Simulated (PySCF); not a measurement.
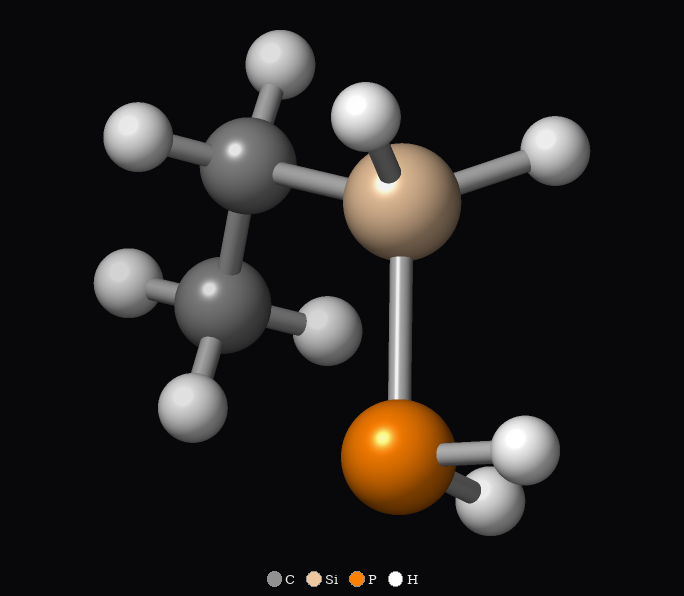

Geometry: a distorted geometry made from a computed GFN2-xTB structure, not a minimum. Properties computed with PBE0/pcSseg-1, gas phase (PySCF 2.14.0).

Predict the main results.

The species is C₂H₉PSi (`CC[SiH2]P`).
- dipole moment: 1.10 D
- HOMO energy (Kohn–Sham orbital): −7.37 eV
- LUMO energy (Kohn–Sham orbital): 0.64 eV
- HOMO–LUMO gap: 8.01 eV
